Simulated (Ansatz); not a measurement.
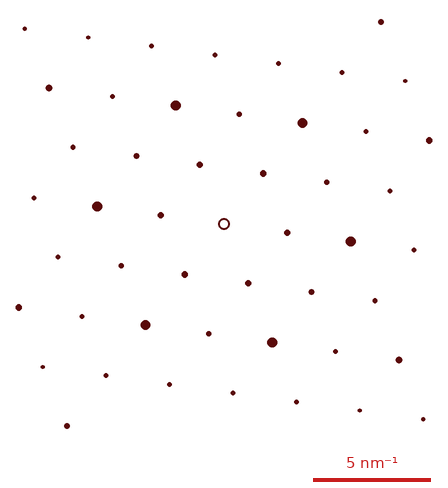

Kinematic zone-axis pattern, calculated for 120 keV electrons with B = 0.5 Å².

Question: Describe the geometry of this pattern.

Answer: The spots form a hexagonal net with both shortest vectors at d = 3.64 Å, 60.0° apart.

Question: What is the point symmetry of the pattern, intensities included?

Answer: 6mm. A zero-layer kinematic pattern is always centrosymmetric (Friedel's law). Such a pattern arises along the three- or sixfold axis of a trigonal, hexagonal or cubic crystal.

Question: Which crystal and zone produced it?

Answer: This cannot be fixed from one zone alone; the pattern is [111] of Ti2AgS4, space group Fd-3m (No. 227), a = 10.30 Å. The net vectors are -2 2 0 and -2 0 2. Structure: coordinates from a relaxation with DFT, PAW plane waves, r2scan in Ansatz; the starting structure was generated, so it need not be a known form of this composition.
